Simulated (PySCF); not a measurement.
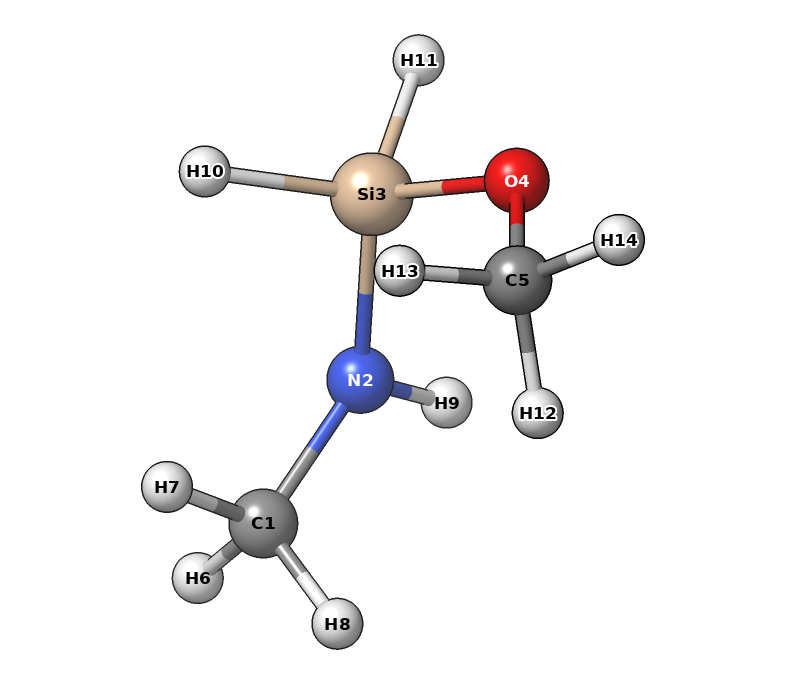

The computed structure is the end point of a PBE0-D3(BJ)/def2-SVP optimisation. No frequency run is at hand to confirm it as a minimum. Level of theory: delta-SCF UKS HF, pcX-2 on the ionised atom, pcseg-1 elsewhere, spin-free X2C (PySCF 2.14.0).

Give the core-electron binding energies (to vacuum; p and d levels without spin–orbit splitting) of C1 1s, N2 1s, Si3 1s, Si3 2p, O4 1s, C5 1s.

```json
{"atom": "C1", "level": "1s", "binding energy (eV)": "291.7"}
{"atom": "N2", "level": "1s", "binding energy (eV)": "404.0"}
{"atom": "Si3", "level": "1s", "binding energy (eV)": "1848.2"}
{"atom": "Si3", "level": "2p", "binding energy (eV)": "106.9"}
{"atom": "O4", "level": "1s", "binding energy (eV)": "537.0"}
{"atom": "C5", "level": "1s", "binding energy (eV)": "292.3"}
```
